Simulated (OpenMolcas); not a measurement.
**Single-point calculation of AlClO (charge +1) (part 1 of 2)**

AlClO, charge +1, multiplicity 2, computed with HF/STO-3G, ROHF (OpenMolcas 26.06).

The geometry is that of the parent species in another charge or spin state. The geometry comes from this level: GFN2-xTB.

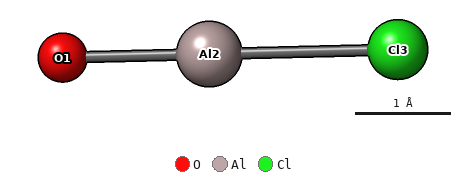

Figure 1. The input geometry (ball-and-stick view, seen at a tilt; atoms are numbered from 1 in the order of the input). Sticks mark near contacts. Bond lengths as drawn: Al–Cl 2.01 Å and Al–O 1.57 Å.

### Input file
```
&GATEWAY
  BASLIB=$CurrDir
  COORD
  3
  angstrom
  O        0.107470       1.694260       0.245960
  Al       0.009340       0.147220       0.021380
  Cl      -0.116820      -1.841490      -0.267330
  BASIS=STO-3G
  GROUP=NoSym

&SEWARD

&SCF
  UHF
  CHARGE=1
  SPIN=2
  SCRAMBLE=0.25
  PRORBITALS=1 1

&RASSCF
  FILEORB=$Project.UnaOrb
  SPIN=2
  NACTEL=1 0 0
  INACTIVE=18
  RAS2=1
  OUTORBITALS=Canonical
  ORBLISTING=Nothing
```

Run on 1 thread of Intel Xeon (Sapphire Rapids), 64 GiB of memory available, shared host.

Launch command:
```bash
export MOLCAS_MEM=1860
pymolcas step1.inp > step1.log
```

### What the program printed
```
--- Start Module: gateway ---

                                              &GATEWAY

                       available to each process: 1.9 GB of memory, 1 thread

 Basis Set     1 Label: O.STO-3G
 Basis set is read from library:.
 basistype.tbl is not found

 Basis Set     2 Label: AL.STO-3G
 Basis set is read from library:.
 basistype.tbl is not found

 Basis Set     3 Label: CL.STO-3G
 Basis set is read from library:.
 basistype.tbl is not found

++    Symmetry information:
      ---------------------

                    Character Table for C1

                             E
                    a        1  x, y, xy, Rz, z, xz, Ry, yz, Rx, I
--

++    Basis set information:
      ----------------------

      Basis set label: O.STO-3G.........

      Electronic valence basis set:
      ------------------
      Associated Effective Charge   8.000000 au
      Associated Actual Charge      8.000000 au
      Nuclear Model: Point charge

      Shell  nPrim  nBasis  Cartesian Spherical Contaminant
         s       6       2        X
         p       3       1        X

      Basis set label: AL.STO-3G.........

      Electronic valence basis set:
      ------------------
      Associated Effective Charge  13.000000 au
      Associated Actual Charge     13.000000 au
      Nuclear Model: Point charge

      Shell  nPrim  nBasis  Cartesian Spherical Contaminant
         s       9       3        X
         p       6       2        X

      Basis set label: CL.STO-3G.........

      Electronic valence basis set:
      ------------------
      Associated Effective Charge  17.000000 au
      Associated Actual Charge     17.000000 au
      Nuclear Model: Point charge

      Shell  nPrim  nBasis  Cartesian Spherical Contaminant
         s       9       3        X
         p       6       2        X
--

++    Molecular structure info:
      -------------------------

                    ************************************************
                    **** Cartesian Coordinates / bohr, angstrom ****
                    ************************************************

     Center  Label                x              y              z                     x              y              z
        1      O1               0.203089       3.201687       0.464797              0.107470       1.694260       0.245960
        2      AL2              0.017650       0.278205       0.040402              0.009340       0.147220       0.021380
        3      CL3             -0.220758      -3.479912      -0.505180             -0.116820      -1.841490      -0.267330

                    ***************************************
                    *    InterNuclear Distances / bohr    *
                    ***************************************

               1 O1            2 AL2           3 CL3
    1 O1       0.000000
    2 AL2      2.959940        0.000000
    3 CL3      6.764929        3.804989        0.000000

                    *******************************************
                    *    InterNuclear Distances / angstrom    *
                    *******************************************

               1 O1            2 AL2           3 CL3
    1 O1       0.000000
    2 AL2      1.566333        0.000000
    3 CL3      3.579846        2.013514        0.000000
--

            Nuclear Potential Energy            113.32116476 au

--- Stop Module: gateway /rc=_RC_ALL_IS_WELL_ ---

--- Start Module: seward ---

                                              &SEWARD

                       available to each process: 1.9 GB of memory, 1 thread

               SEWARD will generate:
                  Multipole Moment integrals up to order  2
                  Kinetic Energy integrals
                  Nuclear Attraction integrals (point charge)
                  One-Electron Hamiltonian integrals
                  Velocity integrals
                  Orbital angular momentum around ( -0.0513  -0.8079  -0.1173 )
                  Velocity quadrupole around ( -0.0513  -0.8079  -0.1173 )
                  Two-Electron Repulsion integrals

                   Integrals are discarded if absolute value <: 1.00E-14
                   Integral cutoff threshold is set to       <: 1.00E-16

            Nuclear Potential Energy            113.32116476 au

      Basis set specifications :
      Symmetry species         a
      Basis functions           23

--- Stop Module: seward /rc=_RC_ALL_IS_WELL_ ---

--- Start Module: scf ---

                                                &SCF

                       available to each process: 1.9 GB of memory, 1 thread

++    Input section:
      --------------

      Header of the integral files:

      Cartesian coordinates in angstrom:
      -----------------------------------------------------
      No.  Label        X            Y            Z
      -----------------------------------------------------
       1   O1         0.10747000   1.69426000   0.24596000
       2   AL2        0.00934000   0.14722000   0.02138000
       3   CL3       -0.11682000  -1.84149000  -0.26733000
      -----------------------------------------------------
      Nuclear repulsion energy =  113.32116476
--

++    Orbital specifications:
      -----------------------

      Symmetry species               1
                                     a
      Frozen orbitals                0
      Start temperature = 0.500
      End temperature   = 0.010
      Temperature Factor= 0.460
      Deleted orbitals               0
      Total number of orbitals      23
      Number of basis functions     23
--

      Molecular charge                           1.000

++    Optimization specifications:
      ----------------------------

      SCF Algorithm: Conventional USCF
      D(i)-D(i-1) density differences are used
      Number of density matrices in core                 5
      Maximum number of NDDO SCF iterations            400
      Maximum number of HF SCF iterations              400
      Threshold for SCF energy change             1.00E-09
      Threshold for density matrix                1.00E-04
      Threshold for Fock matrix                   1.50E-04
      Threshold for linear dependence             1.00E-09
      Threshold at which DIIS is turned on        1.50E-01
      Maximum depth in the DIIS procedure                5
      Maximum depth in the BFGS Hessian update          30
      Threshold at which QNR/C2DIIS is turned on  7.50E-02
      Threshold for Norm(delta) (QNR/C2DIIS)      1.00E-03
      All orbitals punched on: UHFORB
--

      Input vectors read from INPORB
      Orbital file label: *Guess orbitals
      Start orbitals are scrambled in order to introduce symmetry breaking

++ Convergence information
                               UHF SCF        iterations: Energy and convergence statistics

Iter     Tot. SCF        One-elec.       Two-elec.     Energy      Max Dij or  Max Fij      DNorm      TNorm      AccCon     Time
         Energy          Energy          Energy        Change      Delta Norm                                                in Sec.
   1  -763.466492168 -1279.200511395   402.412854467   0.00E+00    1.38E-01*   1.14E+01*    9.84E+00   1.08E+02   None         0.
   2  -765.357758604 -1281.083989479   402.405066115  -1.89E+00*   3.28E-01*   4.55E-01*    4.31E+00   1.08E+02   EDIIS        0.
   3  -766.199015674 -1280.565330370   401.045149935  -8.41E-01*   8.24E-01*   3.81E-01*    3.68E+00   1.07E+02   EDIIS        0.
   4  -764.813737340 -1283.308065326   405.173163226   1.39E+00*   1.23E-01*   2.80E-01*    4.30E+00   1.09E+02   EDIIS        0.
   5  -767.133417254 -1282.367383641   401.912801627  -2.32E+00*   2.91E-01*   2.34E-01*    1.99E+00   1.08E+02   EDIIS        0.
   6  -767.277837250 -1281.927596374   401.328594363  -1.44E-01*   6.00E-02*   1.06E-01*    1.25E+00   1.08E+02   EDIIS        0.
   7  -767.284269600 -1281.949217853   401.343783492  -6.43E-03*   2.42E-02*   1.84E-02*    2.84E-01   1.08E+02   EDIIS        0.

       Fermi aufbau procedure completed!
      nOcc(alpha)=   19
      nOcc(beta) =   18

   8  -767.286011525 -1281.937203545   401.330027260  -1.74E-03*   2.41E-02*   3.06E-03*    1.26E-01   1.08E+02   c2DIIS       0.
   9  -767.286408381 -1281.937212762   401.329639621  -3.97E-04*   4.90E-02*   6.91E-03*    1.07E-01   1.08E+02   QNRc2DIIS    0.
  10  -767.287197131 -1281.936965060   401.328603168  -7.89E-04*   2.27E-01*   6.06E-03*    7.96E-02   1.08E+02   QNRc2DIIS    0.
  11  -767.288927141 -1281.934250723   401.324158822  -1.73E-03*   3.41E-02*   3.49E-03*    3.59E-01   1.08E+02   QNRc2DIIS    0.
  12  -767.289096193 -1281.935615148   401.325354195  -1.69E-04*   8.87E-02*   3.34E-03*    5.06E-02   1.08E+02   QNRc2DIIS    0.
  13  -767.289367062 -1281.936719079   401.326187258  -2.71E-04*   1.71E-02*   1.52E-03*    1.33E-01   1.08E+02   QNRc2DIIS    0.
  14  -767.289398746 -1281.937018647   401.326455140  -3.17E-05*   2.14E-02*   8.73E-04*    2.85E-02   1.08E+02   QNRc2DIIS    0.
  15  -767.289422492 -1281.936495224   401.325907971  -2.37E-05*   1.85E-03*   2.26E-04*    3.81E-02   1.08E+02   QNRc2DIIS    0.
  16  -767.289423192 -1281.936593757   401.326005805  -6.99E-07*   2.41E-03*   1.47E-04     3.55E-03   1.08E+02   QNRc2DIIS    0.
  17  -767.289423602 -1281.936739408   401.326151046  -4.10E-07*   4.22E-04    4.57E-05     4.65E-03   1.08E+02   QNRc2DIIS    0.
  18  -767.289423625 -1281.936734108   401.326145722  -2.31E-08*   2.36E-04    1.39E-05     7.87E-04   1.08E+02   QNRc2DIIS    0.
  19  -767.289423630 -1281.936721915   401.326133525  -5.08E-09*   6.79E-05    3.57E-06     4.51E-04   1.08E+02   QNRc2DIIS    0.
  20  -767.289423631 -1281.936722018   401.326133627  -3.80E-10    1.29E-05    9.51E-07     1.37E-04   1.08E+02   QNRc2DIIS    0.

       Convergence after  20 Iterations
--

 *****************************************************************************************************************************
 *                                             SCF/KS-DFT Program, Final results                                             *
 *                                                       Final Results                                                       *
 *****************************************************************************************************************************

::    Total SCF energy                               -767.2894236308
      One-electron energy                           -1281.9367220177
      Two-electron energy                             401.3261336266
      Nuclear repulsion energy                        113.3211647604
      Kinetic energy (interpolated)                   754.6109575662
      Virial theorem                                    1.0168013278
      Total spin, S(S+1)                                0.7583879065
      Total spin, S                                     0.5041851953
      Max non-diagonal density matrix element           0.0000063496
      Max non-diagonal Fock matrix element              0.0000009452

      All orbitals with orbital energies smaller than  E(LUMO)+0.5 are printed

++    Molecular orbitals:
      -------------------

      Title: UHF orbitals (alpha)

      Molecular orbitals for symmetry species 1: a

          Orbital            1         2         3         4         5         6         7         8         9        10
          Energy         -103.9463  -58.2553  -20.5835  -10.6283   -8.0715   -8.0665   -8.0662   -5.1758   -3.4082   -3.4029
          Occ. No.          1.0000    1.0000    1.0000    1.0000    1.0000    1.0000    1.0000    1.0000    1.0000    1.0000

          Orbital           11        12        13        14        15        16        17        18        19        20
          Energy           -3.4009   -1.5839   -1.2600   -0.8287   -0.7881   -0.7401   -0.7051   -0.6536   -0.6508   -0.0754
          Occ. No.          1.0000    1.0000    1.0000    1.0000    1.0000    1.0000    1.0000    1.0000    1.0000    0.0000

          Orbital           21        22
          Energy            0.0069    0.0189
          Occ. No.          0.0000    0.0000

--

      All orbitals with orbital energies smaller than  E(LUMO)+0.5 are printed

++    Molecular orbitals:
      -------------------

      Title: UHF orbitals (beta)

      Molecular orbitals for symmetry species 1: a
```
